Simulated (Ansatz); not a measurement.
The figure comes from a scan of ZnAu (CsCl type): a phonon pattern at Γ is frozen into a 2-atom cell, Q being the largest atomic displacement. Calculation: PBE (plane waves to 420 eV, PAW, scalar-relativistic; Ansatz, a quantum-chemistry and plane-wave program). k mesh 15×15×15 (Γ-centred), Fermi-Dirac smearing 0.05 eV. With partly filled bands, energies and forces of such displacements shift with the k mesh and the smearing. Spin-orbit coupling is left out, though Au is heavy. ZnAu was relaxed with its symmetry unable to fall. 

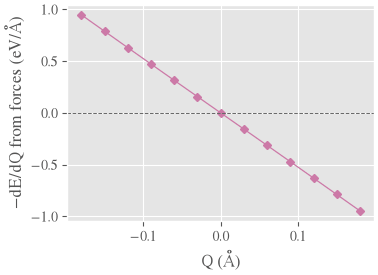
−dE/dQ from forces (eV/Å) against Q (Å); computed points joined by lines.

Problem. Read the plotted values off the figure, to the accuracy that the plot allows.

Solution. To the nearest 0.05:

| Q (Å) | −dE/dQ from forces (eV/Å) |
|---|---|
| -0.180 | 0.95 |
| -0.150 | 0.80 |
| -0.120 | 0.65 |
| -0.090 | 0.45 |
| -0.060 | 0.30 |
| -0.030 | 0.15 |
| 0.000 | 0.00 |
| 0.030 | -0.15 |
| 0.060 | -0.30 |
| 0.090 | -0.45 |
| 0.120 | -0.65 |
| 0.150 | -0.80 |
| 0.180 | -0.95 |

(For displaced atoms, the force is minus the slope of the energy, and its curvature is a force constant, which sets phonon frequencies.)
